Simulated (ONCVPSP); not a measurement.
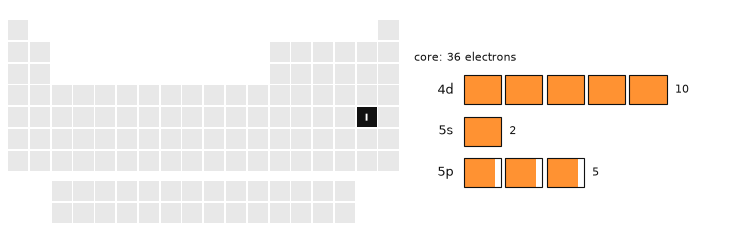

Fig. 1: Left, the place of iodine in the periodic table; right, the valence shells of the reference configuration: a box for each of the 2l + 1 orbitals, shaded by the share of the shell that is filled, with the electron count at the right. The shells are those of the unaltered input.

I: pseudopotential generation

- system: iodine (I, Z = 53), core [Kr], reference valence 4d10 5s2 5p5, valence charge 17. (This line and the method describe the unaltered input from which the odd one was made.)
- method: ONCV potential, LDA (Perdew-Wang 92), fully relativistic, made with ONCVPSP 4.0.1

## The input
```
# ATOM AND REFERENCE CONFIGURATION
# atsym  z   nc   nv     iexc    psfile
  I 53.00    8    3  -001012      upf
#
#   n    l    f
    1    0    2.00
    2    0    2.00
    2    1    6.00
    3    0    2.00
    3    1    6.00
    3    2   10.00
    4    0    2.00
    4    1    6.00
    4    2   10.00
    5    0    2.00
    5    1    5.00
#
# PSEUDOPOTENTIAL AND OPTIMIZATION
# lmax
    2
#
#   l,   rc,      ep,       ncon, nbas, qcut
    0    1.50    0.00    4    8    0.30
    1    2.15    0.00    5    9    3.00
    2    1.00    0.00    4    8    8.40
#
# LOCAL POTENTIAL
# lloc, lpopt,  rc(5),   dvloc0
    2    5    1.00    0.00
#
# VANDERBILT-KLEINMAN-BYLANDER PROJECTORs
# l, nproj, debl
    0    2    1.90
    1    2    1.60
    2    0    3.40
#
# MODEL CORE CHARGE
# icmod, fcfact, rcfact
    2    0.70    0.80
#
# LOG DERIVATIVE ANALYSIS
# epsh1, epsh2, depsh
   -3.00    5.00    0.02
#
# OUTPUT GRID
# rlmax, drl
    6.00    0.01
#
# TEST CONFIGURATIONS
# ncnf
    4
# nvcnf
#   n    l    f
    3
    4    2   10.00
    5    0    2.00
    5    1    4.00
#
    3
    4    2   10.00
    5    0    2.00
    5    1    3.00
#
    3
    4    2   10.00
    5    0    2.00
    5    1    2.00
#
    3
    4    2   10.00
    5    0    2.00
    5    1    4.50
#
```

Hardware: 1 CPU thread, shared host.

Launched with:
```bash
oncvpspr.x < I.dat > I.out
```

## The program's output (extracts)
```
ONCVPSP  (Optimized Norm-Conservinng Vanderbilt PSeudopotential)
relativistic version 4.0.1

#   n    l    f        energy (Ha)
    1    0    2.00    -1.2099386D+03
    2    0    2.00    -1.8691254D+02
    2    1    6.00    -1.6449353D+02    -1.7545687D+02
    3    0    2.00    -3.7707621D+01
    3    1    6.00    -3.0900974D+01    -3.2963268D+01
    3    2   10.00    -2.2076224D+01    -2.2510376D+01
    4    0    2.00    -6.6140426D+00
    4    1    6.00    -4.5513598D+00    -4.9569562D+00
    4    2   10.00    -1.8219472D+00    -1.8853007D+00
    5    0    2.00    -6.4791013D-01
    5    1    5.00    -2.5431751D-01    -2.9226010D-01

Reference configufation results
  iterations    21
  all-electron total energy (Ha)   -7.11323563D+03

Begin loop to  construct optimized pseudo wave functions
and semi-local pseudopoentials for all angular momenta

   Wellstate for l =  0  n =  6 kap= -1
     eigenvalue =   1.2521
     asymptotic potential =   1.7521
     half-point radius =  2.8144

Calculating optimized projector #   1

 for l=   0

    Fraction of norm inside rc  0.247313
    Optimizing pswf for qcut=   0.31 a_B^-1,  ecut=   0.05 Ha
    Residual kinetic energy error=  3.64D-01 Ha

    Energy error per electron        Cutoff
         Ha          eV             Ha
         0.01000     0.27211       12.14
         0.00100     0.02721       34.38
         0.00010     0.00272       61.16
         0.00001     0.00027       69.68

Calculating optimized projector #   2

 for l=   0

    Fraction of norm inside rc  0.143362
    Optimizing pswf for qcut=   0.31 a_B^-1,  ecut=   0.05 Ha
    Residual kinetic energy error=  7.78D-01 Ha

    Energy error per electron        Cutoff
         Ha          eV             Ha
         0.01000     0.27211       50.29
         0.00100     0.02721       99.17
         0.00010     0.00272      112.76
         0.00001     0.00027      165.16

   Wellstate for l =  1  n =  7 kap= -2
     eigenvalue =   1.3457
     asymptotic potential =   1.8457
     half-point radius =  5.1272

Calculating optimized projector #   1

 for l=   1

    Fraction of norm inside rc  0.401380
    Optimizing pswf for qcut=   3.01 a_B^-1,  ecut=   4.52 Ha
    Residual kinetic energy error=  6.99D-03 Ha

    Energy error per electron        Cutoff
         Ha          eV             Ha
         0.01000     0.27211        2.83
         0.00100     0.02721       22.78
         0.00010     0.00272       50.24
         0.00001     0.00027       57.54

Calculating optimized projector #   2

 for l=   1

    Fraction of norm inside rc  0.113805
    Optimizing pswf for qcut=   3.01 a_B^-1,  ecut=   4.52 Ha
    Residual kinetic energy error=  1.35D-02 Ha

    Energy error per electron        Cutoff
         Ha          eV             Ha
         0.01000     0.27211        5.04
         0.00100     0.02721       16.05
         0.00010     0.00272       62.71
         0.00001     0.00027       73.60

   Wellstate for l =  1  n =  7 kap=  1
     eigenvalue =   1.3077

Calculating optimized projector #   1

 for l=   1

    Fraction of norm inside rc  0.455110
    Optimizing pswf for qcut=   3.01 a_B^-1,  ecut=   4.52 Ha
    Residual kinetic energy error=  7.34D-03 Ha

    Energy error per electron        Cutoff
         Ha          eV             Ha
         0.01000     0.27211        2.88
         0.00100     0.02721       26.54
         0.00010     0.00272       51.61
         0.00001     0.00027       58.56

Calculating optimized projector #   2

 for l=   1

    Fraction of norm inside rc  0.111369
    Optimizing pswf for qcut=   3.01 a_B^-1,  ecut=   4.52 Ha
    Residual kinetic energy error=  1.16D-02 Ha

    Energy error per electron        Cutoff
         Ha          eV             Ha
         0.01000     0.27211        4.82
         0.00100     0.02721       14.72
         0.00010     0.00272       45.44
         0.00001     0.00027       71.59

Calculating optimized projector #   1

 for l=   2

    Fraction of norm inside rc  0.635032
    Optimizing pswf for qcut=   8.38 a_B^-1,  ecut=  35.15 Ha
    Residual kinetic energy error=  3.43D-02 Ha

    Energy error per electron        Cutoff
         Ha          eV             Ha
         0.01000     0.27211       51.55
         0.00100     0.02721      203.91
         0.00010     0.00272      240.84
         0.00001     0.00027      314.77

Calculating optimized projector #   1

 for l=   2

    Fraction of norm inside rc  0.647489
    Optimizing pswf for qcut=   8.38 a_B^-1,  ecut=  35.15 Ha
    Residual kinetic energy error=  3.90D-02 Ha

    Energy error per electron        Cutoff
         Ha          eV             Ha
         0.01000     0.27211       61.46
         0.00100     0.02721      207.68
         0.00010     0.00272      242.85
         0.00001     0.00027      318.75

Construct Vanderbilt / Kleinmman-Bylander projectors

B matrix Hermiticity error, ll=  0  kap= -1
   1   2    1.9768D-04

  Orthonormal projector coefficients  3.0569E+01  5.6467E+00

B matrix Hermiticity error, ll=  1  kap= -2
   1   2   -9.6861D-05

  Orthonormal projector coefficients  8.9641E+00  1.3975E+00

B matrix Hermiticity error, ll=  1  kap=  1
   1   2   -1.0369D-04

  Orthonormal projector coefficients  9.1519E+00  1.5035E+00

 Orthonormal scalar projector coefficients, l =  1
  9.0063E+00  1.4164E+00  3.5248E-02  1.6325E-03

 Orthonormal spin-orbit projector coefficients, l =  1
 -7.4062E-01  5.3294E-01  9.2346E-02 -8.0553E-02

 Orthonormal scalar projector coefficients, l =  2

 Orthonormal spin-orbit projector coefficients, l =  2

Model core correction analysis
  based on d2Exc/dn_idn_j

d2excae - all-electron derivatives

   -2.081361D-02   -5.486795D-03   -3.007431D-03
   -5.486741D-03   -1.668630D-02   -1.373908D-02
   -3.007418D-03   -1.373910D-02   -1.402835D-02

d2excps - pseudofunction derivatives with no core correction

   -4.175619D-02   -8.810816D-03   -4.647831D-03
   -8.810751D-03   -2.256820D-02   -1.850010D-02
   -4.647850D-03   -1.850016D-02   -1.885504D-02

rms 2nd derivative error    7.953338E-03

amplitude prefactor, scale prefactor
    4.1725    1.5054

d2excps - pseudofunction derivatives with core correction

   -2.679952D-02   -7.389800D-03   -3.994948D-03
   -7.389637D-03   -2.212389D-02   -1.828697D-02
   -3.994913D-03   -1.828702D-02   -1.875003D-02

rms 2nd derivative error    3.919360E-03

Pseudoatom total energy -110.807626

Diagnostic tests using Vanderbilt-Kleinman-Bylander pseudopotentials
  relativistic with J = L +/- 1/2 projectors

   l  kap   rcore       rmatch      e in        delta e    norm test   slope test

   0  -1   1.5081673   1.5539585  -0.6479101   0.0000032   1.0002810   1.0002314
   0  -1   1.5081673   1.5539585   1.2520899   0.0000242   1.0002221   1.0002221

   1  -2   2.1593764   2.2249398  -0.2543175  -0.0000025   1.0000148   1.0000372
   1   1   2.1593764   2.2249398  -0.2922601   0.0000008   1.0000278   1.0000226
   1  -2   2.1593764   2.2249398   1.3456825   0.0000024   1.0001114   1.0001114
   1   1   2.1593764   2.2249398   1.3239560   0.0000067   0.9999436   0.9999436

   2  -3   1.0041228   1.0346101  -1.8219472  -0.0250876   1.0025266   0.9860264
   2   2   1.0041228   1.0346101  -1.8853007   0.0382659   0.9960736   1.0209392

Diagnostic tests using Vanderbilt-Kleinman-Bylander pseudopotentials
  relativistic with scalar and spin-orbit non-local projectors

   l  kap   rcore       rmatch      e in        delta e    norm test   slope test

   0  -1   1.5081673   1.5539585  -0.6479101   0.0000032   1.0002810   1.0002314
   0  -1   1.5081673   1.5539585   1.2520899   0.0000242   1.0002221   1.0002221

   1  -2   2.1593764   2.2249398  -0.2543175  -0.0001447   0.9999514   0.9976772
   1   1   2.1593764   2.2249398  -0.2922601  -0.0001651   0.9999908   0.9984783
   1  -2   2.1593764   2.2249398   1.3456825  -0.0004438   1.0001253   1.0001253
   1   1   2.1593764   2.2249398   1.3239560  -0.0004281   0.9999792   0.9999792

   2  -3   1.0041228   1.0346101  -1.8219472  -0.0250876   1.0025266   0.9860264
   2   2   1.0041228   1.0346101  -1.8853007   0.0382659   0.9960736   1.0209392

Ghost test for J = L + 1/2

 Testing for bound ghosts
   n   l    E NL Schr. Eq   E Basis Diag.   E Cutoff

       0                       -0.822694    114.20  WARNING - GHOST(-)
   1   0       -0.647907       -0.639265    114.20

   2   1       -0.254320       -0.251466     84.50

 Testing for highly-localized positive-energy ghosts
       l    <radius>/rc     E Basis Diag.   E Cutoff

       1        0.265382        0.522149     84.50  WARNING - GHOST(+)

Ghost test for J = L - 1/2

 Testing for bound ghosts
   n   l    E NL Schr. Eq   E Basis Diag.   E Cutoff

       0                       -0.822694    114.20  WARNING - GHOST(-)
   1   0       -0.647907       -0.639265    114.20

   2   1       -0.292259       -0.290307     84.50

 Testing for highly-localized positive-energy ghosts
       l    <radius>/rc     E Basis Diag.   E Cutoff

       1        0.291479        1.013839     84.50  WARNING - GHOST(+)

Test configuration 0

   n   l kap    f        eae           eps        diff
   1   0  -1  2.0000-1209.93857664
   2   0  -1  2.0000 -186.91254438
   2   1  -2  4.0000 -164.49352837
   2   1   1  2.0000 -175.45687110
   3   0  -1  2.0000  -37.70762120
   3   1  -2  4.0000  -30.90097403
   3   1   1  2.0000  -32.96326832
   3   2  -3  6.0000  -22.07622351
   3   2   2  4.0000  -22.51037633
   4   0  -1  2.0000   -6.61404261
   4   1  -2  4.0000   -4.55135985
   4   1   1  2.0000   -4.95695616
   4   2  -3  6.0000   -1.82194725   -1.84703481   -2.51E-02
   4   2   2  4.0000   -1.88530068   -1.84703483    3.83E-02
   5   0  -1  2.0000   -0.64791013   -0.64790692    3.21E-06
   5   1  -2  3.3333   -0.25431751   -0.25432005   -2.53E-06
   5   1   1  1.6667   -0.29226010   -0.29225928    8.17E-07

    Total energies and differences
      AE_ref= -7.11323563E+03  AE_tst= -7.11323563E+03  dif=  0.00E+00
      PS_ref= -1.10807626E+02  PS_tst= -1.10807626E+02  dif=  2.84E-14
      PSP excitation error= -2.84E-14

Test configuration 1

   n   l kap    f        eae           eps        diff
   1   0  -1  2.0000-1210.29551797
   2   0  -1  2.0000 -187.26761017
   2   1  -2  4.0000 -164.84880499
   2   1   1  2.0000 -175.81223805
   3   0  -1  2.0000  -38.06182600
   3   1  -2  4.0000  -31.25518695
   3   1   1  2.0000  -33.31752992
   3   2  -3  6.0000  -22.43044708
   3   2   2  4.0000  -22.86461367
   4   0  -1  2.0000   -6.96645814
   4   1  -2  4.0000   -4.90345298
   4   1   1  2.0000   -5.30919980
   4   2  -3  6.0000   -2.17287770   -2.19637891   -2.35E-02
   4   2   2  4.0000   -2.23634272   -2.19637893    4.00E-02
   5   0  -1  2.0000   -0.97375869   -0.97370094    5.78E-05
   5   1  -2  2.6667   -0.55742603   -0.55741214    1.39E-05
   5   1   1  1.3333   -0.60068967   -0.60068448    5.19E-06

    Total energies and differences
      AE_ref= -7.11323563E+03  AE_tst= -7.11281936E+03  dif=  4.16E-01
      PS_ref= -1.10807626E+02  PS_tst= -1.10391353E+02  dif=  4.16E-01
      PSP excitation error=  3.16E-06

Test configuration 2

   n   l kap    f        eae           eps        diff
   1   0  -1  2.0000-1210.70333886
   2   0  -1  2.0000 -187.67203365
   2   1  -2  4.0000 -165.25359801
   2   1   1  2.0000 -176.21719309
   3   0  -1  2.0000  -38.46459765
   3   1  -2  4.0000  -31.65796891
   3   1   1  2.0000  -33.72040698
   3   2  -3  6.0000  -22.83326748
   3   2   2  4.0000  -23.26746108
   4   0  -1  2.0000   -7.36569090
   4   1  -2  4.0000   -5.30204431
   4   1   1  2.0000   -5.70808869
   4   2  -3  6.0000   -2.56936189   -2.59024740   -2.09E-02
   4   2   2  4.0000   -2.63302463   -2.59024741    4.28E-02
   5   0  -1  2.0000   -1.33392340   -1.33368817    2.35E-04
   5   1  -2  2.0000   -0.89327204   -0.89319685    7.52E-05
   5   1   1  1.0000   -0.94212911   -0.94208913    4.00E-05

    Total energies and differences
      AE_ref= -7.11323563E+03  AE_tst= -7.11208106E+03  dif=  1.15E+00
      PS_ref= -1.10807626E+02  PS_tst= -1.09653084E+02  dif=  1.15E+00
      PSP excitation error=  3.54E-05

Test configuration 3

   n   l kap    f        eae           eps        diff
   1   0  -1  2.0000-1211.15469284
   2   0  -1  2.0000 -188.11829712
   2   1  -2  4.0000 -165.70040593
   2   1   1  2.0000 -176.66424272
   3   0  -1  2.0000  -38.90829633
   3   1  -2  4.0000  -32.10167958
   3   1   1  2.0000  -34.16426637
   3   2  -3  6.0000  -23.27705344
   3   2   2  4.0000  -23.71128942
   4   0  -1  2.0000   -7.80383148
   4   1  -2  4.0000   -5.73917262
   4   1   1  2.0000   -6.14568505
   4   2  -3  6.0000   -3.00334719   -3.02055451   -1.72E-02
   4   2   2  4.0000   -3.06730058   -3.02055451    4.67E-02
   5   0  -1  2.0000   -1.72097316   -1.72035950    6.14E-04
   5   1  -2  1.3333   -1.25500927   -1.25478745    2.22E-04
   5   1   1  0.6667   -1.30973255   -1.30959169    1.41E-04

    Total energies and differences
      AE_ref= -7.11323563E+03  AE_tst= -7.11099160E+03  dif=  2.24E+00
      PS_ref= -1.10807626E+02  PS_tst= -1.08563750E+02  dif=  2.24E+00
      PSP excitation error=  1.57E-04

Test configuration 4

   n   l kap    f        eae           eps        diff
   1   0  -1  2.0000-1210.11003170
   2   0  -1  2.0000 -187.08323925
   2   1  -2  4.0000 -164.66430995
   2   1   1  2.0000 -175.62768944
   3   0  -1  2.0000  -37.87797599
   3   1  -2  4.0000  -31.07133257
   3   1   1  2.0000  -33.13364590
   3   2  -3  6.0000  -22.24658449
   3   2   2  4.0000  -22.68074269
   4   0  -1  2.0000   -6.78370227
   4   1  -2  4.0000   -4.72089455
   4   1   1  2.0000   -5.12654938
   4   2  -3  6.0000   -1.99101155   -2.01543014   -2.44E-02
   4   2   2  4.0000   -2.05441055   -2.01543016    3.90E-02
   5   0  -1  2.0000   -0.80589260   -0.80587218    2.04E-05
   5   1  -2  3.0000   -0.40119308   -0.40119045    2.63E-06
   5   1   1  1.5000   -0.44176075   -0.44175922    1.53E-06

    Total energies and differences
      AE_ref= -7.11323563E+03  AE_tst= -7.11306564E+03  dif=  1.70E-01
      PS_ref= -1.10807626E+02  PS_tst= -1.10637630E+02  dif=  1.70E-01
      PSP excitation error=  7.36E-08
```

## What the run reported

- outcome: generated, with a ghost state
- ghost flags of the generator: 2 GHOST(-), 2 GHOST(+)
- largest excitation error printed: 4.3 meV
- wall time: 4.3 s

## What is odd here

This input holds a deliberate oddity: qcut of l = 0 set to 0.30. The program ran to the end. The all-electron atom is untouched: its total energy equals that from the unaltered input (−7113.2356 Ha). The pseudo-atom's total energy moves by −0.039 Ha, so the potential, or the configuration in which it is tested, is another one. The unaltered input has a GHOST(-) flag too. The potential has a bound ghost state, so it can't be used as it stands.
